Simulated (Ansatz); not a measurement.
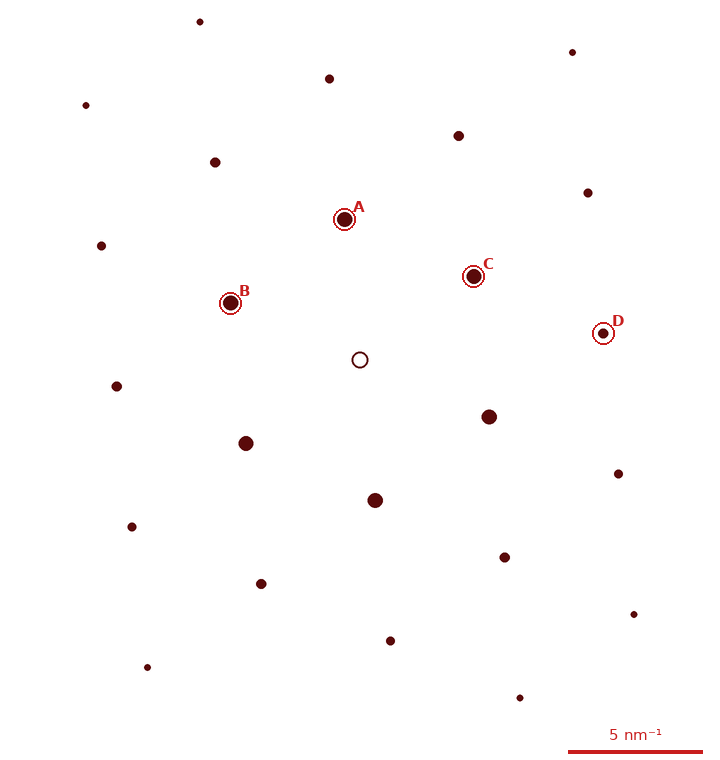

The pattern is a kinematic simulation for 200 kV electrons (no multiple scattering; isotropic B = 0.8 Å²). The zone axis points towards the electron source and the pattern is seen from the source side.

The sample is Ca, space group Fm-3m (No. 225), a = 5.34 Å. Structure: the input geometry of an electronic-structure calculation (not necessarily at equilibrium).

Spot A is indexed -2 2 0 and spot B -2 0 2.

### Give hkl for C, D.

C = A − B = 0 2 -2 (d = 1.887 Å). D = A − 2B = 2 2 -4 (d = 1.090 Å).

### Give [uvw].

The cross product of A and B is parallel to [111]; every spot obeys hu + kv + lw = 0.

### What are the spacings of A and B and the angle between them?

d(A) = 1.887 Å, d(B) = 1.887 Å, and the angle is 60.0°.
